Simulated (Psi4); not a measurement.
## N₂O: geometry relaxation (part 1 of 4)

System: N₂O, SMILES N#[N+][O-].
Method: CAM-B3LYP/aug-cc-pVDZ, RKS (Psi4 1.11).

The geometry comes from this level: PBE0-D4/def2-TZVP.

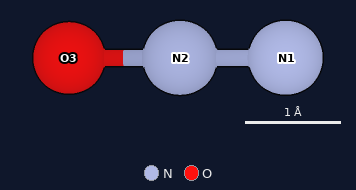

The starting structure (ball-and-stick view, seen on its broad side; atoms are numbered from 1 in the order of the input). Bond lengths as drawn: N–N 1.12 Å and N–O 1.17 Å.

Input (calc.inp)
```
memory 1600 mb

molecule m {
  N     -0.511700     1.001300    -0.167900
  N     -0.008400     0.016500    -0.002800
  O      0.520100    -1.017800     0.170700
  symmetry c1
}

set {
  basis                aug-cc-pVDZ
  puream               true
  scf_type             pk
  dft_radial_points    75
  dft_spherical_points 302
  g_convergence        gau_tight
  geom_maxiter         50
}

E, wfn = opt("cam-b3lyp", return_wfn=True)
print_variables()
```

Run on 1 thread of Intel Xeon @ 2.50GHz (Skylake/Cascade Lake), 64 GiB of memory available, shared host.

Run as:
```bash
psi4 calc.inp calc.out -n 1
```

What the program printed
```
Psi4 1.11 release

gradient() will perform analytic gradient computation.

   => Loading Basis Set <=

    Name: AUG-CC-PVDZ
    Role: ORBITAL
    Keyword: BASIS

         ---------------------------------------------------------
                                   SCF
                              RKS Reference
                        1 Threads,   1525 MiB Core
         ---------------------------------------------------------

  ==> Geometry <==

    Molecular point group: c1
    Full point group: C1v

    Geometry (in Angstrom), charge = 0, multiplicity = 1:

       Center              X                  Y                   Z               Mass
    ------------   -----------------  -----------------  -----------------  -----------------
         N            0.000031681980     0.000038850895     1.189253039876    14.003074004430
         N            0.000031681980     0.000038850895     0.071040206825    14.003074004430
         O           -0.000055473270    -0.000068025616    -1.103349409521    15.994914619570

  Running in c1 symmetry.

  Rotational constants: A = 391308416.38910  B =      0.42843  C =      0.42843 [cm^-1]
  Rotational constants: A = 11731131198537.65820  B =  12844.01759  C =  12844.01758 [MHz]
  Nuclear repulsion =   61.347861729966489

  Charge       = 0
  Multiplicity = 1
  Electrons    = 22
  Nalpha       = 11
  Nbeta        = 11

  ==> Algorithm <==

  SCF Algorithm Type is PK.
  DIIS enabled.
  MOM disabled.
  Fractional occupation disabled.
  Guess Type is SAD.
  Energy threshold   = 1.00e-08
  Density threshold  = 1.00e-08
  Integral threshold = 1.00e-12

  ==> Primary Basis <==

  Basis Set: AUG-CC-PVDZ
    Blend: AUG-CC-PVDZ
    Number of shells: 27
    Number of basis functions: 69
    Number of Cartesian functions: 75
    Spherical Harmonics?: true
    Max angular momentum: 2

  ==> DFT Potential <==

   => LibXC <=

    Version 7.1.2

   => Composite Functional: CAM-B3LYP <=

    CAM-B3LYP Hyb-GGA Exchange-Correlation Functional

    Deriv               =              1
    GGA                 =           TRUE
    Meta                =          FALSE

    Exchange Hybrid     =           TRUE
    MP2 Hybrid          =          FALSE

   => Exchange Functionals <=

    0.3500         Becke 88 [omega = 0.3300]
    0.4600   Short-range recipe for B88 functional - erf [omega = 0.3300]

   => Exact (HF) Exchange <=

    0.4600            HF,LR [omega = 0.3300]
    0.1900               HF

   => Correlation Functionals <=

    0.1900   Vosko, Wilk & Nusair (VWN5)
    0.8100   Lee, Yang & Parr

   => LibXC Density Thresholds  <==

    XC_HYB_GGA_XC_CAM_B3LYP:  1.00E-14

   => Molecular Quadrature <=

    Radial Scheme          =       TREUTLER
    Pruning Scheme         =           NONE
    Nuclear Scheme         =       TREUTLER

    Blocking Scheme        =         OCTREE
    BS radius alpha        =              1
    Pruning alpha          =              1
    Radial Points          =             75
    Spherical Points       =            302
    Total Points           =          66515
    Total Blocks           =            571
    Max Points             =            256
    Max Functions          =             69
    Weights Tolerance      =       1.00E-15

  ==> Integral Setup <==

  Using in-core PK algorithm.
   Calculation information:
      Number of atoms:                   3
      Number of AO shells:              27
      Number of primitives:             75
      Number of atomic orbitals:        75
      Number of basis functions:        69

      Integral cutoff                 1.00e-12
      Number of threads:                 1

  Performing in-core PK
  Using 8751960 doubles for integral storage.
  We computed 71626 shell quartets total.
  Whereas there are 71631 unique shell quartets.

  Computing range-separated integrals for PK
  We computed 71626 wK shell quartets total.
  Whereas there are 71631 wK unique shell quartets.

  ==> DiskJK: Disk-Based J/K Matrices <==

    J tasked:                  Yes
    K tasked:                  Yes
    wK tasked:                 Yes
    Omega:               3.300E-01
    Memory [MiB]:             1013
    Schwarz Cutoff:          1E-12

  Cached 100.0% of DFT collocation blocks in 0.128 [GiB].

  Minimum eigenvalue in the overlap matrix is 9.1209597820E-05.
  Reciprocal condition number of the overlap matrix is 1.6593457958E-05.
    Using symmetric orthogonalization.

  ==> Pre-Iterations <==

  SCF Guess: Superposition of Atomic Densities via on-the-fly atomic UHF (no occupation information).

   -------------------------
    Irrep   Nso     Nmo
   -------------------------
     A         69      69
   -------------------------
    Total      69      69
   -------------------------

  ==> Iterations <==

                        Total Energy        Delta E     RMS |[F,P]|

   @RKS iter SAD:  -184.23236250073396   -1.84232e+02   0.00000e+00
   @RKS iter   1:  -184.53289108144614   -3.00529e-01   7.04431e-03 ADIIS/DIIS
   @RKS iter   2:  -184.46985485924023    6.30362e-02   9.35904e-03 ADIIS/DIIS
   @RKS iter   3:  -184.61395846921653   -1.44104e-01   1.90383e-03 ADIIS/DIIS
   @RKS iter   4:  -184.61907344690883   -5.11498e-03   9.40722e-04 ADIIS/DIIS
   @RKS iter   5:  -184.62066211370296   -1.58867e-03   1.02215e-04 ADIIS/DIIS
   @RKS iter   6:  -184.62068487046164   -2.27568e-05   1.88196e-05 DIIS
   @RKS iter   7:  -184.62068565909914   -7.88637e-07   2.87098e-06 DIIS
   @RKS iter   8:  -184.62068568192757   -2.28284e-08   4.15228e-07 DIIS
   @RKS iter   9:  -184.62068568242773   -5.00165e-10   4.86596e-08 DIIS
   @RKS iter  10:  -184.62068568243592   -8.18545e-12   1.05032e-08 DIIS
   @RKS iter  11:  -184.62068568243615   -2.27374e-13   8.41133e-10 DIIS
  Energy and wave function converged.

  ==> Post-Iterations <==

   Electrons on quadrature grid:
      Ntotal   =   21.9999996431 ; deviation = -3.569e-07

    Orbital Energies [Eh]
    ---------------------

    Doubly Occupied:

       1A    -19.327722     2A    -14.653420     3A    -14.517210
       4A     -1.349079     5A     -1.187443     6A     -0.684478
       7A     -0.653236     8A     -0.653236     9A     -0.556908
      10A     -0.413845    11A     -0.413845

    Virtual:

      12A      0.027952    13A      0.027952    14A      0.033838
      15A      0.079497    16A      0.110647    17A      0.110647
      18A      0.137195    19A      0.164648    20A      0.164648
      21A      0.221483    22A      0.238377    23A      0.245659
      24A      0.245659    25A      0.305722    26A      0.381948
      27A      0.451516    28A      0.451516    29A      0.582300
      30A      0.683941    31A      0.690272    32A      0.690272
      33A      0.755108    34A      0.755108    35A      0.766564
      36A      0.766564    37A      0.869114    38A      0.952160
      39A      0.952160    40A      0.980986    41A      1.043450
      42A      1.043450    43A      1.073312    44A      1.073312
      45A      1.120640    46A      1.273889    47A      1.302620
      48A      1.302620    49A      1.589784    50A      1.851346
      51A      1.851346    52A      1.980877    53A      1.980878
      54A      2.012627    55A      2.012627    56A      2.158254
      57A      2.353039    58A      2.353040    59A      2.777777
      60A      2.777777    61A      2.787530    62A      2.927596
      63A      3.196011    64A      3.273994    65A      3.273994
      66A      3.472594    67A      3.652505    68A      3.652505
      69A      4.110957

    Final Occupation by Irrep:
              A
    DOCC [    11 ]
    NA   [    11 ]
    NB   [    11 ]

  @RKS Final Energy:  -184.62068568243615

   => Energetics <=

    Nuclear Repulsion Energy =             61.3478617299664890
    One-Electron Energy =                -371.8352114499522827
    Two-Electron Energy =                 142.2880642906852415
    DFT Exchange-Correlation Energy =     -16.4214002531355980
    Empirical Dispersion Energy =           0.0000000000000000
    VV10 Nonlocal Energy =                  0.0000000000000000
    Total Energy =                       -184.6206856824361466

Computation Completed

Properties will be evaluated at   0.000000,   0.000000,   0.000000 [a0]

Properties computed using the SCF density matrix

 Multipole Moments:

 ------------------------------------------------------------------------------------
     Multipole            Electronic (a.u.)      Nuclear  (a.u.)        Total (a.u.)
 ------------------------------------------------------------------------------------

 L = 1.  Multiply by 2.5417464519 to convert [e a0] to [Debye]
 Dipole X            :          0.0000220           -0.0000005            0.0000215
 Dipole Y            :          0.0000270           -0.0000006            0.0000264
 Dipole Z            :          0.0567050           -0.0089621            0.0477429
 Magnitude           :                                                    0.0477429

 ------------------------------------------------------------------------------------

	total time  =          5 seconds =       0.08 minutes

         ------------------------------------------------------------
                                   SCF GRAD
         ------------------------------------------------------------

  ==> Geometry <==

    Molecular point group: c1
    Full point group: C1v

    Geometry (in Angstrom), charge = 0, multiplicity = 1:

       Center              X                  Y                   Z               Mass
    ------------   -----------------  -----------------  -----------------  -----------------
         N            0.000031681980     0.000038850895     1.189253039876    14.003074004430
         N            0.000031681980     0.000038850895     0.071040206825    14.003074004430
         O           -0.000055473270    -0.000068025616    -1.103349409521    15.994914619570

  Nuclear repulsion =   61.347861729966489

  ==> Basis Set <==

  Basis Set: AUG-CC-PVDZ
    Blend: AUG-CC-PVDZ
    Number of shells: 27
    Number of basis functions: 69
    Number of Cartesian functions: 75
    Spherical Harmonics?: true
    Max angular momentum: 2

  ==> DirectJKGrad: Integral-Direct SCF Gradients <==

    Gradient:                    1
    J tasked:                  Yes
    K tasked:                  Yes
    wK tasked:                 Yes
    Omega:               3.300E-01
    Integrals threads:           1
    Schwarz Cutoff:          1E-12

   => Molecular Quadrature <=

    Radial Scheme          =       TREUTLER
    Pruning Scheme         =           NONE
    Nuclear Scheme         =       TREUTLER

    Blocking Scheme        =         OCTREE
    BS radius alpha        =              1
    Pruning alpha          =              1
    Radial Points          =             75
    Spherical Points       =            302
    Total Points           =          66515
    Total Blocks           =            571
    Max Points             =            256
    Max Functions          =             69
    Weights Tolerance      =       1.00E-15

  -Total Gradient:
     Atom            X                  Y                   Z
    ------   -----------------  -----------------  -----------------
       1       -0.000005813051    -0.000007128413    -0.021081843100
       2        0.000009792999     0.000012008933     0.000069762805
       3       -0.000003976452    -0.000004876233     0.021013445806

	total time  =          5 seconds =       0.08 minutes

    			-----------------------------------------

    			 OPTKING 3.0: for geometry optimizations

    			        with contributions from

    			-----------------------------------------

	                            ===> Fragment 1 <==

	 Z (Atomic Numbers)          Masses                          Geom
	       7.000000            14.003074          0.00005987  0.00007342  2.24736254
	       7.000000            14.003074          0.00005987  0.00007342  0.13424653
	       8.000000            15.994915         -0.00010483 -0.00012855 -2.08502820

	 - Coordinate -           - BOHR/RAD -       - ANG/DEG -
	 R(1,2)           =         2.113116           1.118213
	 R(2,3)           =         2.219275           1.174390
	 L(1,2,3)         =         3.141475         179.993272
	 l(1,2,3)         =         3.141593         180.000000

	        --- Internal Coordinate Step in ANG or DEG, aJ/ANG or AJ/DEG ---
	-------------------------------------------------------------------------------
	           Coordinate      Previous         Force          Change          New
	           ----------      --------        ------          ------        ------
	               R(1,2)       1.11821        0.17369        0.00699       1.12520
	               R(2,3)       1.17439        0.17312        0.00935       1.18374
	             L(1,2,3)     179.99327        0.00000        0.00444     179.99772
	             l(1,2,3)     180.00000       -0.00000       -0.00000     180.00000
	-------------------------------------------------------------------------------

	                                 ==> Convergence Check <==

	Measures of convergence in internal coordinates in au.

	Criteria marked as inactive (o), active & met (*), and active & unmet ( ).

	----------------------------------------------------------------------------------------------~
	   Step    Total Energy     Delta E     Max Force     RMS Force      Max Disp      RMS Disp   ~
	----------------------------------------------------------------------------------------------~
	  Convergence Criteria              o    1.50e-05 *    1.00e-05 *    6.00e-05 *    4.00e-05 *~
	----------------------------------------------------------------------------------------------~
	     1    -184.62068568   -1.85e+02 o    2.11e-02      1.49e-02      1.77e-02      1.10e-02    ~
	----------------------------------------------------------------------------------------------

Next Geometry in Ang
	Fragment 1 (Ang)

	    N   0.0000415445   0.0000509451   1.1970301339
	    N   0.0000130644   0.0000160206   0.0718282298
	    O  -0.0000467183  -0.0000572896  -1.1119145265

    Structure for next step:
    Molecular point group: c1
    Full point group: C1

    Geometry (in Angstrom), charge = 0, multiplicity = 1:

    N           -0.000000000000     0.000017152830     1.197417861345
    N           -0.000000000000     0.000017152830     0.072215956351
    O            0.000000000000    -0.000030033589    -1.111526802773

gradient() will perform analytic gradient computation.

  ==> Geometry <==

    Molecular point group: c1
    Full point group: C1

    Geometry (in Angstrom), charge = 0, multiplicity = 1:

       Center              X                  Y                   Z               Mass
    ------------   -----------------  -----------------  -----------------  -----------------
         N           -0.000000000000     0.000017152830     1.197417861345    14.003074004430
         N           -0.000000000000     0.000017152830     0.072215956351    14.003074004430
         O            0.000000000000    -0.000030033589    -1.111526802773    15.994914619570

  Running in c1 symmetry.

  Rotational constants: A = 3348446614.20730  B =      0.42237  C =      0.42237 [cm^-1]
  Rotational constants: A = 100383904095498.45312  B =  12662.21958  C =  12662.21957 [MHz]
  Nuclear repulsion =   60.912964333571125

  Charge       = 0
  Multiplicity = 1
  Electrons    = 22
  Nalpha       = 11
  Nbeta        = 11

  ==> Algorithm <==

  SCF Algorithm Type is PK.
  DIIS enabled.
  MOM disabled.
  Fractional occupation disabled.
  Guess Type is READ.
  Energy threshold   = 1.00e-08
  Density threshold  = 1.00e-08
  Integral threshold = 1.00e-12

   => Molecular Quadrature <=

    Radial Scheme          =       TREUTLER
    Pruning Scheme         =           NONE
    Nuclear Scheme         =       TREUTLER

    Blocking Scheme        =         OCTREE
    BS radius alpha        =              1
    Pruning alpha          =              1
    Radial Points          =             75
    Spherical Points       =            302
    Total Points           =          66519
    Total Blocks           =            557
    Max Points             =            256
    Max Functions          =             69
    Weights Tolerance      =       1.00E-15

   => Loading Basis Set <=

    Name: AUG-CC-PVDZ
    Role: ORBITAL
    Keyword: BASIS

  Reading orbitals from file scr/calc.m.25947.180.npy, no projection.

  ==> DiskJK: Disk-Based J/K Matrices <==

    J tasked:                  Yes
    K tasked:                  Yes
    wK tasked:                 Yes
    Omega:               3.300E-01
    Memory [MiB]:             1013
    Schwarz Cutoff:          1E-12

  Cached 100.0% of DFT collocation blocks in 0.128 [GiB].

  Minimum eigenvalue in the overlap matrix is 9.4271300228E-05.
  Reciprocal condition number of the overlap matrix is 1.7191807465E-05.
    Using symmetric orthogonalization.

  ==> Pre-Iterations <==

  SCF Guess: Orbitals guess was supplied from a previous computation.

   -------------------------------------------------------
    Irrep   Nso     Nmo     Nalpha   Nbeta   Ndocc  Nsocc
   -------------------------------------------------------
     A         69      69      11      11      11       0
   -------------------------------------------------------
    Total      69      69      11      11      11       0
   -------------------------------------------------------

  ==> Iterations <==

                        Total Energy        Delta E     RMS |[F,P]|
```
